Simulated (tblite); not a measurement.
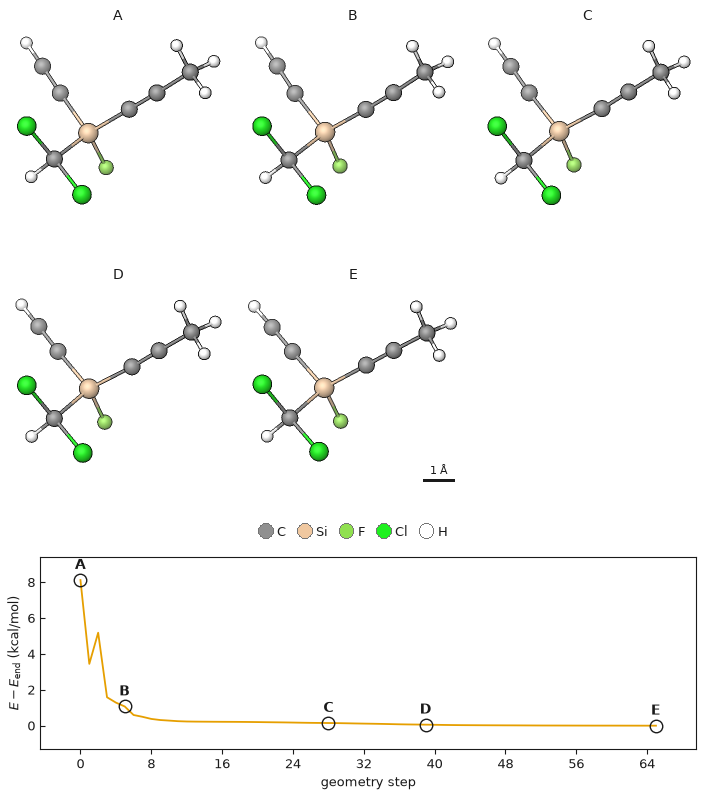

Frames of a relaxation of C₆H₅Cl₂FSi, marked on the history of the run. A ball-and-stick model, seen at a tilt.

These are results of GFN2-xTB geometry optimisation, gas phase (tblite 0.8.0), not measurements. 

Q: What happens along the run?

A: The energy falls by 8.12 kcal/mol in 65 geometry steps. The largest move after the best rigid fit is that of an H atom, 0.33 Å. By element the largest moves are H 0.33 Å, C 0.24 Å, F 0.19 Å, Si 0.15 Å, Cl 0.09 Å. Among the contacts that change: F–Si 1.712 → 1.614 Å, C–Si 1.841 → 1.927 Å, C–H 1.139 → 1.090 Å, C–C 1.482 → 1.440 Å. Among the angles between lasting bonds that change: C–Si–C 107.6° → 115.0°, Si–C–H 107.9° → 113.5°, F–Si–C 109.2° → 104.5°. From step 0 to 5: the F atom moves most (0.09 Å), energy −7.05 kcal/mol. From step 5 to 28: an H atom moves most (0.10 Å), energy −0.92 kcal/mol. From step 28 to 39: an H atom moves most (0.14 Å), energy −0.09 kcal/mol. From step 39 to 65: an H atom moves most (0.10 Å), energy −0.06 kcal/mol.

```json
{"step": "0", "E − E(0), kcal/mol": "0.00"}
{"step": "1", "E − E(0), kcal/mol": "-4.68"}
{"step": "2", "E − E(0), kcal/mol": "-2.94"}
{"step": "3", "E − E(0), kcal/mol": "-6.54"}
{"step": "4", "E − E(0), kcal/mol": "-6.83"}
{"step": "5", "E − E(0), kcal/mol": "-7.05"}
{"step": "6", "E − E(0), kcal/mol": "-7.53"}
{"step": "7", "E − E(0), kcal/mol": "-7.63"}
{"step": "8", "E − E(0), kcal/mol": "-7.75"}
{"step": "9", "E − E(0), kcal/mol": "-7.81"}
{"step": "10", "E − E(0), kcal/mol": "-7.84"}
{"step": "13", "E − E(0), kcal/mol": "-7.90"}
{"step": "16", "E − E(0), kcal/mol": "-7.91"}
{"step": "19", "E − E(0), kcal/mol": "-7.92"}
{"step": "22", "E − E(0), kcal/mol": "-7.93"}
{"step": "24", "E − E(0), kcal/mol": "-7.95"}
{"step": "27", "E − E(0), kcal/mol": "-7.97"}
{"step": "30", "E − E(0), kcal/mol": "-7.99"}
{"step": "33", "E − E(0), kcal/mol": "-8.01"}
{"step": "36", "E − E(0), kcal/mol": "-8.04"}
{"step": "39", "E − E(0), kcal/mol": "-8.06"}
{"step": "42", "E − E(0), kcal/mol": "-8.09"}
{"step": "45", "E − E(0), kcal/mol": "-8.10"}
{"step": "48", "E − E(0), kcal/mol": "-8.10"}
{"step": "51", "E − E(0), kcal/mol": "-8.11"}
{"step": "53", "E − E(0), kcal/mol": "-8.11"}
{"step": "56", "E − E(0), kcal/mol": "-8.12"}
{"step": "59", "E − E(0), kcal/mol": "-8.12"}
{"step": "62", "E − E(0), kcal/mol": "-8.12"}
{"step": "65", "E − E(0), kcal/mol": "-8.12"}
```
